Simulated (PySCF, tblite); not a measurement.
**C6H9FO2Si2: geometry, infrared bands and NMR shifts**

Aim: predict the infrared bands and NMR shifts of C6H9FO2Si2 (`F[Si@@H]1CC[Si@H](c2ccco2)O1`).

Computed with tblite 0.8.0 and PySCF 2.14.0, with density-fitted response routines of our own, on a single molecule in the gas phase. Atoms are numbered from 0 throughout.

### 1 Starting geometry

20 atoms, charge 0, multiplicity 1; geometry from: force field or distance geometry start.

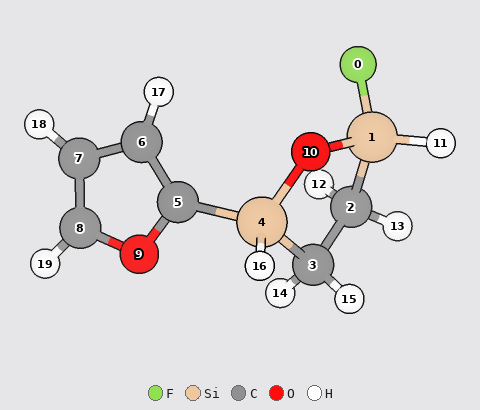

The starting geometry (fluorine green, silicon light orange, carbon grey, oxygen red, hydrogen white), atoms numbered.

### 2 Relaxing the molecule with GFN2-xTB

The job: settings as JSON, then the geometry in Å.

```
{"job": {"kind": "relax", "xc": "GFN2-xTB", "basis": "xTB"}, "charge": 0, "multiplicity": 1}
F     -2.529000     0.769600     2.181200
Si    -2.559100     0.954700     0.583600
C     -2.202300    -0.759000    -0.228900
C     -1.241700    -0.513700    -1.434400
Si    -0.123700     1.010100    -0.968300
C      1.360300     0.287300    -0.127000
C      1.919600     0.445900     1.138600
C      3.068800    -0.382200     1.214600
C      3.158500    -1.010000    -0.009000
O      2.136600    -0.613400    -0.815900
O     -1.171400     1.811600     0.111200
H     -3.791900     1.594500     0.090300
H     -1.734000    -1.393900     0.525800
H     -3.131900    -1.241500    -0.561000
H     -0.647400    -1.402400    -1.644300
H     -1.812500    -0.247300    -2.310100
H      0.180200     1.852000    -2.159800
H      1.530900     1.079400     1.923800
H      3.735600    -0.513200     2.051400
H      3.849400    -1.717800    -0.432500
```

Command:

```console
$ OMP_NUM_THREADS=1 python probes_run.py task.json out
```

This one command runs all jobs of the session in turn.

Standard output:

```text
step      E/eV     max force
  0    -922.16670    1.851
  1    -922.29635    0.980
  2    -922.35600    0.525
  3    -922.39280    0.526
  4    -922.41459    0.310
  5    -922.42631    0.277
  6    -922.43923    0.292
  7    -922.45113    0.354
  8    -922.46173    0.268
  9    -922.46976    0.172
 10    -922.47539    0.183
 11    -922.47925    0.137
 12    -922.48179    0.117
 13    -922.48323    0.063
 14    -922.48397    0.045
 15    -922.48439    0.049
 16    -922.48472    0.044
 17    -922.48506    0.049
 18    -922.48549    0.052
 19    -922.48600    0.052
 20    -922.48654    0.059
 21    -922.48707    0.053
 22    -922.48760    0.048
 23    -922.48816    0.056
 24    -922.48881    0.064
 25    -922.48954    0.069
 26    -922.49031    0.059
 27    -922.49107    0.058
 28    -922.49182    0.066
 29    -922.49263    0.085
 30    -922.49348    0.084
 31    -922.49423    0.054
 32    -922.49483    0.058
 33    -922.49541    0.059
 34    -922.49611    0.084
 35    -922.49693    0.083
 36    -922.49764    0.051
 37    -922.49813    0.055
 38    -922.49852    0.043
 39    -922.49899    0.062
 40    -922.49958    0.058
 41    -922.50012    0.054
 42    -922.50053    0.057
 43    -922.50088    0.046
 44    -922.50132    0.056
 45    -922.50184    0.053
 46    -922.50234    0.049
 47    -922.50277    0.044
 48    -922.50323    0.056
 49    -922.50381    0.057
 50    -922.50439    0.046
 51    -922.50478    0.034
 52    -922.50499    0.033
 53    -922.50513    0.033
 54    -922.50533    0.030
 55    -922.50560    0.032
 56    -922.50587    0.031
 57    -922.50607    0.031
 58    -922.50622    0.029
 59    -922.50637    0.030
 60    -922.50658    0.036
 61    -922.50682    0.037
 62    -922.50705    0.029
 63    -922.50719    0.025
 64    -922.50730    0.024
 65    -922.50744    0.026
 66    -922.50761    0.029
 67    -922.50775    0.024
 68    -922.50783    0.021
 69    -922.50791    0.020
 70    -922.50800    0.025
 71    -922.50809    0.025
 72    -922.50817    0.021
 73    -922.50823    0.017
 74    -922.50829    0.018
 75    -922.50838    0.028
 76    -922.50849    0.034
 77    -922.50861    0.031
 78    -922.50872    0.026
 79    -922.50882    0.024
 80    -922.50892    0.033
 81    -922.50904    0.037
 82    -922.50919    0.035
 83    -922.50936    0.033
 84    -922.50957    0.042
 85    -922.50978    0.045
 86    -922.50996    0.034
 87    -922.51013    0.028
 88    -922.51033    0.038
 89    -922.51059    0.045
 90    -922.51085    0.057
 91    -922.51105    0.034
 92    -922.51120    0.031
 93    -922.51132    0.032
 94    -922.51146    0.025
 95    -922.51157    0.019
 96    -922.51169    0.017
 97    -922.51178    0.022
 98    -922.51185    0.023
 99    -922.51193    0.028
100    -922.51201    0.017
101    -922.51210    0.020
102    -922.51214    0.021
103    -922.51219    0.019
104    -922.51223    0.017
105    -922.51228    0.017
106    -922.51236    0.021
107    -922.51248    0.027
108    -922.51263    0.030
109    -922.51279    0.027
110    -922.51295    0.030
111    -922.51312    0.036
112    -922.51335    0.041
113    -922.51373    0.056
114    -922.51428    0.065
115    -922.51497    0.063
116    -922.51553    0.037
117    -922.51449    0.183
118    -922.51585    0.048
119    -922.51595    0.033
120    -922.51608    0.032
121    -922.51621    0.033
122    -922.51630    0.023
123    -922.51638    0.018
124    -922.51642    0.014
125    -922.51646    0.013
126    -922.51649    0.010
127    -922.51650    0.011
128    -922.51652    0.007
```

It took 2.3 s on 1 thread of Arm Neoverse N1, shared host; peak memory 0.18 GiB.

The steps of the relaxation: (not every step is listed)

```csv
step,energy from step 0 (eV),largest force (eV/Å)
0,0.0000,1.8509
1,-0.1296,0.9797
2,-0.1893,0.5248
3,-0.2261,0.5257
4,-0.2479,0.3099
5,-0.2596,0.2769
6,-0.2725,0.2923
7,-0.2844,0.3543
8,-0.2950,0.2678
19,-0.3193,0.0523
30,-0.3268,0.0837
41,-0.3334,0.0544
52,-0.3383,0.0331
63,-0.3405,0.0248
74,-0.3416,0.0175
85,-0.3431,0.0452
96,-0.3450,0.0175
107,-0.3458,0.0275
118,-0.3492,0.0476
123,-0.3497,0.0181
124,-0.3497,0.0142
125,-0.3498,0.0127
126,-0.3498,0.0102
127,-0.3498,0.0115
128,-0.3498,0.0073
```

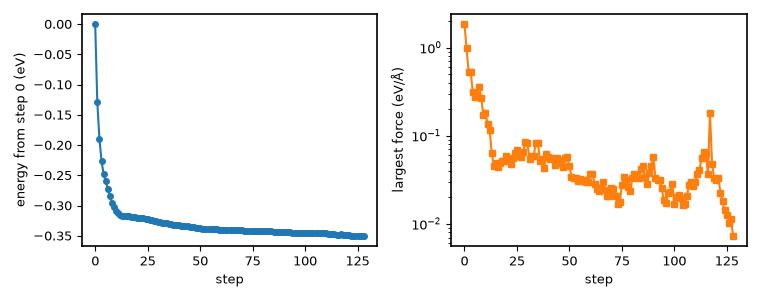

Energy and largest force along the relaxation.

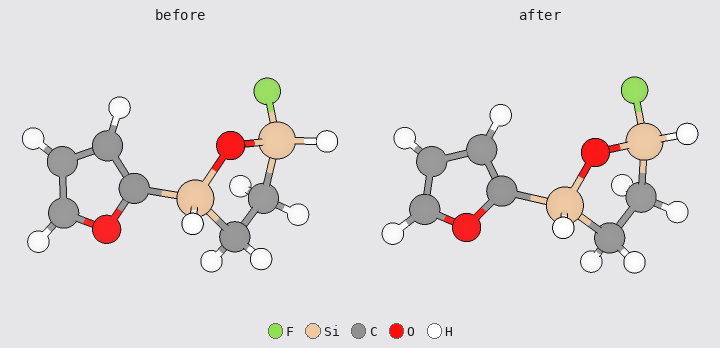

The geometry before (left) and after (right).

Close pairs (by a distance rule), those that changed most:

```csv
bond,before (Å),after (Å),change (Å)
Si1–O10,1.698,1.622,-0.076
Si4–O10,1.705,1.647,-0.058
Si1–C2,1.930,1.898,-0.031
Si4–H16,1.490,1.459,-0.031
C3–Si4,1.947,1.916,-0.031
Si1–H11,1.474,1.445,-0.029
C5–C6,1.393,1.371,-0.022
C8–O9,1.361,1.340,-0.022
```

The end geometry stands in the next job.

### 3 Infrared spectrum with GFN2-xTB

The job: settings as JSON, then the geometry in Å.

```
{"job": {"kind": "ir", "xc": "GFN2-xTB", "basis": "xTB"}, "charge": 0, "multiplicity": 1}
F     -2.424753     0.991242     2.124042
Si    -2.462954     1.055166     0.518073
C     -2.397733    -0.685481    -0.236819
C     -1.381566    -0.651784    -1.392925
Si    -0.116571     0.737817    -1.019020
C      1.425933     0.177641    -0.128901
C      1.782228     0.125175     1.193826
C      3.091476    -0.400735     1.242488
C      3.443336    -0.632960    -0.052511
O      2.451231    -0.289297    -0.884480
O     -1.023761     1.624080     0.031105
H     -3.498122     1.994155     0.150148
H     -2.046467    -1.378245     0.531766
H     -3.357754    -1.068347    -0.580844
H     -0.937019    -1.635084    -1.544489
H     -1.905683    -0.406726    -2.318363
H      0.151285     1.625648    -2.145973
H      1.174616     0.434025     2.019611
H      3.687185    -0.580769     2.114106
H      4.339944    -1.024842    -0.491752
```

Standard output:

```text
mode    cm-1     km/mol
  1      27.6      0.69
  2      29.5      0.34
  3      62.3      1.03
  4     105.3      1.64
  5     135.2      0.99
  6     184.0     11.92
  7     217.4      3.50
  8     233.0      4.21
  9     258.3     30.06
 10     364.7     33.65
 11     419.1     43.52
 12     461.9      8.72
 13     579.9     12.04
 14     585.4     16.06
 15     589.1     62.60
 16     618.8     15.40
 17     641.6     26.64
 18     660.1    160.33
 19     692.8    159.36
 20     712.3    126.33
 21     766.9    184.57
 22     772.9     13.03
 23     788.1    205.87
 24     813.0     53.25
 25     827.1      9.39
 26     845.2    149.25
 27     853.8      0.37
 28     860.0      2.59
 29     910.9      4.14
 30     950.6    530.56
 31    1039.2     33.22
 32    1039.4      7.82
 33    1060.1     34.77
 34    1092.2     18.79
 35    1115.5     14.14
 36    1142.7      4.76
 37    1190.1     68.89
 38    1215.8      6.07
 39    1254.9      2.26
 40    1277.2      4.92
 41    1364.7      5.88
 42    1436.1     41.36
 43    1472.2      0.85
 44    1488.8      6.88
 45    1552.8     23.00
 46    2294.8    315.79
 47    2414.0    286.44
 48    2958.7      6.74
 49    2973.1     64.56
 50    2992.5     34.51
 51    3001.3     32.81
 52    3160.6      6.27
 53    3178.7     21.14
 54    3188.4     12.80
```

Wall time 2 s (1 thread of Arm Neoverse N1, shared host); peak memory 0.18 GiB.

Which atoms move in the most intense modes:

```csv
cm⁻¹,km/mol,atoms
660,160.3,"H11 73 %, H16 11 %"
693,159.4,"C2 24 %, Si1 16 %, H12 14 %"
767,184.6,"C3 21 %, Si4 18 %, H13 13 %"
788,205.9,"Si1 24 %, C2 19 %, O10 17 %, H14 10 %"
845,149.2,"Si1 40 %, F0 40 %"
951,530.6,"O10 69 %, Si1 18 %"
2295,315.8,H16 97 %
2414,286.4,H11 97 %
```

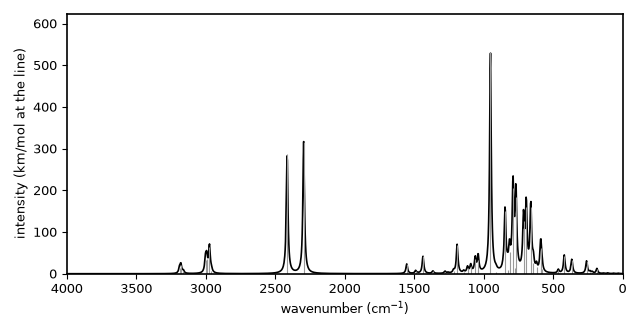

The infrared spectrum from these modes, unscaled. Lines are broadened to a width of 14 cm⁻¹ (Lorentzian).

### 4 Shielding tensors: PBE0/pcSseg-1

Settings changed since step 3:

```diff
@@ -1,2 +1,2 @@
-{"job": {"kind": "ir", "xc": "GFN2-xTB", "basis": "xTB"}, "charge": 0, "multiplicity": 1}
+{"job": {"kind": "nmr", "xc": "PBE0", "basis": "pcSseg-1"}, "charge": 0, "multiplicity": 1}
 F     -2.424753     0.991242     2.124042
```

Method: GIAO PBE0/pcSseg-1 NMR shielding, non-relativistic, gas phase.

Standard output:

```text
coarse grid: 18608 points
cycle   1  E = -1062.3562950077  dE =  1.924e+00  |g| = 9.938e-01  |ddm| = 4.332e+00
cycle   2  E = -1062.1416057164  dE =  2.147e-01  |g| = 1.485e+00  |ddm| = 1.903e+00
cycle   3  E = -1062.5330565389  dE = -3.915e-01  |g| = 1.433e-01  |ddm| = 1.269e+00
cycle   4  E = -1062.5365644211  dE = -3.508e-03  |g| = 6.445e-02  |ddm| = 1.558e-01
cycle   5  E = -1062.5373557662  dE = -7.913e-04  |g| = 1.429e-02  |ddm| = 5.175e-02
cycle   6  E = -1062.5373845053  dE = -2.874e-05  |g| = 6.254e-03  |ddm| = 1.337e-02
cycle   7  E = -1062.5373917385  dE = -7.233e-06  |g| = 1.767e-03  |ddm| = 5.587e-03
final grid: 173472 points
cycle   8  E = -1062.6274701073  dE = -2.018e-05  |g| = 1.537e-02  |ddm| = 3.559e-02
cycle   9  E = -1062.6273820733  dE =  8.803e-05  |g| = 2.623e-02  |ddm| = 2.677e-02
cycle  10  E = -1062.6275145196  dE = -1.324e-04  |g| = 2.439e-03  |ddm| = 1.802e-02
cycle  11  E = -1062.6275159362  dE = -1.417e-06  |g| = 4.462e-04  |ddm| = 2.341e-03
cycle  12  E = -1062.6275159713  dE = -3.505e-08  |g| = 1.847e-04  |ddm| = 4.700e-04
cycle  13  E = -1062.6275159779  dE = -6.657e-09  |g| = 3.666e-05  |ddm| = 1.573e-04
cycle  14  E = -1062.6275159782  dE = -2.287e-10  |g| = 1.430e-05  |ddm| = 3.903e-05
converged SCF energy = -1062.6275159782

GIAO shielding tensors (ppm)
atom      isotropic    diamagn.    paramagn.     s11        s22        s33       span
  0 F      328.801     468.762    -139.961    263.595    350.803    372.004    108.410
  1 Si     345.520     880.033    -534.513    308.036    345.639    382.885     74.849
  2 C      177.208     256.123     -78.915    166.936    179.523    185.165     18.229
  3 C      174.848     255.672     -80.824    159.651    180.191    184.700     25.049
  4 Si     360.010     881.810    -521.800    320.587    354.804    404.638     84.051
  5 C       29.175     260.545    -231.370    -41.865     22.517    106.875    148.740
  6 C       57.099     253.479    -196.380    -42.573     53.560    160.311    202.883
  7 C       70.233     258.780    -188.547    -18.568     65.024    164.243    182.811
  8 C       33.099     250.952    -217.853    -45.720     37.874    107.143    152.862
  9 O       21.864     399.112    -377.248   -129.955    -74.556    270.103    400.059
 10 O      250.246     399.732    -149.486    175.064    242.393    333.281    158.217
 11 H       26.570      27.926      -1.355     22.785     23.538     33.388     10.603
 12 H       30.751      33.822      -3.071     26.772     28.235     37.247     10.475
 13 H       30.605      28.883       1.722     24.877     28.410     38.529     13.652
 14 H       30.443      33.278      -2.835     25.962     28.131     37.236     11.274
 15 H       30.693      31.552      -0.859     25.126     28.706     38.246     13.120
 16 H       26.192      29.435      -3.243     22.223     24.341     32.013      9.790
 17 H       24.331      34.249      -9.919     21.324     23.277     28.390      7.066
 18 H       24.916      31.079      -6.163     22.824     25.639     26.285      3.461
 19 H       23.887      28.715      -4.828     20.985     24.800     25.876      4.892
```

Wall time 1.7 min (1 thread of Arm Neoverse N1, shared host); peak memory 1.1 GiB.

Shifts follow as δ = σ(reference) − σ, with reference shieldings (ppm) from runs at the same level and on the same kind of geometry: 1H TMS 31.72, 13C TMS 186.9, 29Si TMS 349.2, 19F CFCl3 170.9, 17O H2O 336.1. The references are single molecules in the gas phase, so shifts against H2O, NH3, PH3, H3PO4 or CFCl3 are not on the usual liquid scales and can be off by tens of ppm.

```csv
atoms,environment,σ (ppm),δ (ppm),δ scaled to CDCl3
C5,substituted aromatic carbon next to the ring oxygen,29.2,157.7,152.0
C8,aromatic CH next to the ring oxygen,33.1,153.8,148.2
C6,aromatic CH,57.1,129.8,124.8
C7,aromatic CH,70.2,116.7,112.0
C3,sp3 CH2 bonded to Si,174.8,12.1,9.9
C2,sp3 CH2 bonded to Si,177.2,9.7,7.6
H19,hydrogen on an aromatic CH next to the ring oxygen,23.89,7.83,7.49
H17,hydrogen on an aromatic CH,24.33,7.39,7.07
H18,hydrogen on an aromatic CH,24.92,6.80,6.52
H16,"hydrogen on a silicon bonded to 2 C, O, in a 5-membered ring",26.19,5.52,–
H11,"hydrogen on a silicon bonded to C, F, O, in a 5-membered ring",26.57,5.15,–
H14,hydrogen on an sp3 CH2 bonded to Si,30.44,1.27,1.31
H13,hydrogen on an sp3 CH2 bonded to Si,30.61,1.11,1.15
H15,hydrogen on an sp3 CH2 bonded to Si,30.69,1.02,1.07
H12,hydrogen on an sp3 CH2 bonded to Si,30.75,0.97,1.02
F0,fluorine bonded to Si,328.8,-157.9,–
Si1,"silicon bonded to C, F, O, H, in a 5-membered ring",345.5,3.6,–
Si4,"silicon bonded to 2 C, O, H, in a 5-membered ring",360.0,-10.9,–
O9,aromatic ring oxygen,21.9,314.2,–
O10,"oxygen bonded to 2 Si, in a 5-membered ring",250.2,85.8,–
```

The scaled column applies a straight-line fit of computed shieldings to shifts measured in CDCl3, and one for carbons that bear F (root-mean-square error 0.16 ppm for H, 1.9 ppm for C).

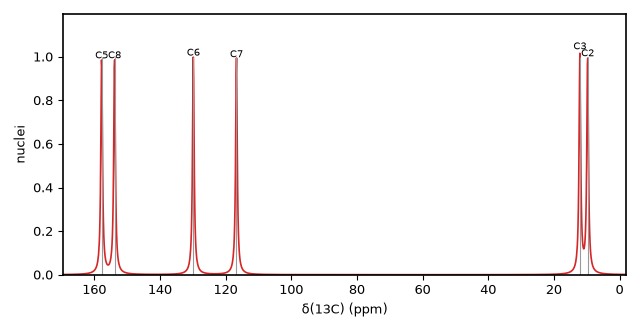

13C lines at the computed shifts, without couplings. Lines are broadened to a width of 0.59 ppm (Lorentzian).

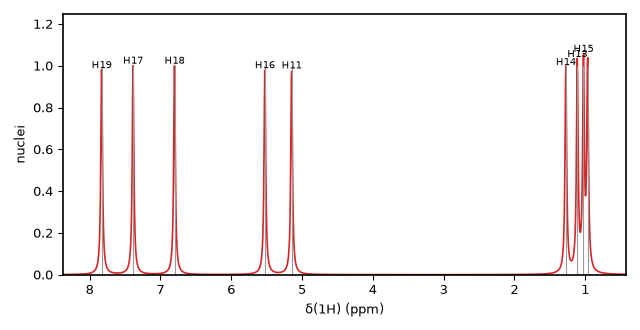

1H lines at the computed shifts, without couplings. Lines are broadened to a width of 0.03 ppm (Lorentzian).

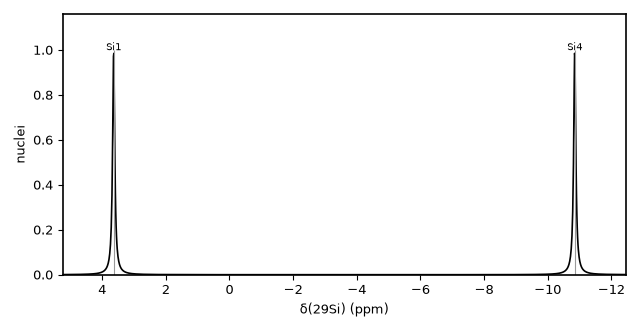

29Si lines at the computed shifts, without couplings. Lines are broadened to a width of 0.08 ppm (Lorentzian).

The run also stored atomic charges by several schemes (e):

```csv
atoms,Mulliken,IAO,Hirshfeld,ESP fit
F0,-0.42,-0.53,-0.21,-0.33
Si1,1.15,1.38,0.49,0.80
C2,-0.58,-0.58,-0.16,-0.33
C3,-0.57,-0.56,-0.16,-0.15
Si4,1.08,1.13,0.42,0.33
C5,-0.11,-0.16,-0.05,0.14
C6,-0.13,-0.20,-0.08,-0.17
C7,-0.16,-0.22,-0.09,-0.33
C8,0.16,0.01,0.01,-0.02
O9,-0.38,-0.23,-0.06,-0.19
O10,-0.74,-0.88,-0.31,-0.47
```

IAO charges:

F0 -0.53; Si1 1.38; C2 -0.58; C3 -0.56; Si4 1.13; C5 -0.16; C6 -0.20; C7 -0.22; C8 0.01; O9 -0.23; O10 -0.88; H11 -0.16; H12 0.16; H13 0.15; H14 0.15; H15 0.15; H16 -0.14; H17 0.17; H18 0.17; H19 0.17

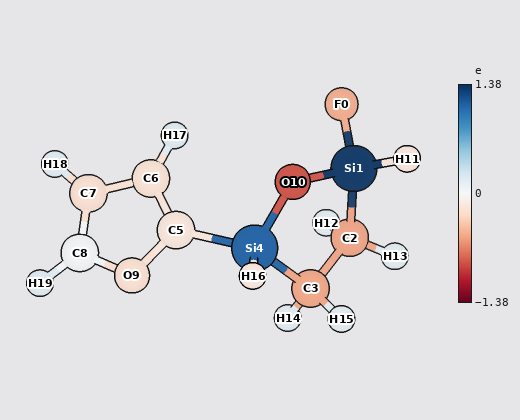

IAO charges, as colours on the atoms.

Mayer bond orders: F0–Si1 0.95, Si1–C2 0.90, C2–C3 1.01, C3–Si4 0.89, Si4–C5 0.84, C5–C6 1.56, C6–C7 1.28, C7–C8 1.58, C8–O9 1.10, Si4–O10 0.91, O10–Si1 0.97, O9–C5 1.00.

Ring of atoms Si1, C2, C3, Si4, O10: NICS(0) -4.4, NICS(1) -2.7, NICS(1)zz -2.0 ppm (means of both faces).

Ring of atoms C5, C6, C7, C8, O9: NICS(0) -12.1, NICS(1) -10.9, NICS(1)zz -28.1 ppm (means of both faces).

### 5 What came out

| quantity | value |
| --- | --- |
| strongest single infrared mode (GFN2-xTB) | 951 cm⁻¹, 531 km/mol |
| zero-point energy (GFN2-xTB) | 87.0 kcal/mol |
| 13C shifts against TMS (PBE0/pcSseg-1) | 157.7, 153.8, 129.8, 116.7, 12.1, 9.7 ppm |
| 1H shifts against TMS (PBE0/pcSseg-1) | 7.83, 7.39, 6.80, 5.52, 5.15, 1.27, 1.11, 1.02, 0.97 ppm |
| 19F shifts against CFCl3 (PBE0/pcSseg-1) | -157.9 ppm |
| 29Si shifts against TMS (PBE0/pcSseg-1) | 3.6, -10.9 ppm |
| 17O shifts against H2O (PBE0/pcSseg-1) | 314.2, 85.8 ppm |

**Reading.** Over 128 steps the energy fell by 0.350 eV; of the close pairs, Si1–O10 changed most, 1.698 to 1.622 Å. All 54 modes are real, so the xTB geometry is a minimum. The strongest single mode, at 951 cm⁻¹, moves mainly O10. GFN2-xTB is a fitted tight-binding method: band positions and strengths are rough. Its intensities can rank the bands wrongly. At PBE0/pcSseg-1: The largest span, 400 ppm, is at O9, where the paramagnetic term is -377 ppm. NICS(1)zz of -28 ppm above the planar ring from C5 marks a diatropic (aromatic) ring current.
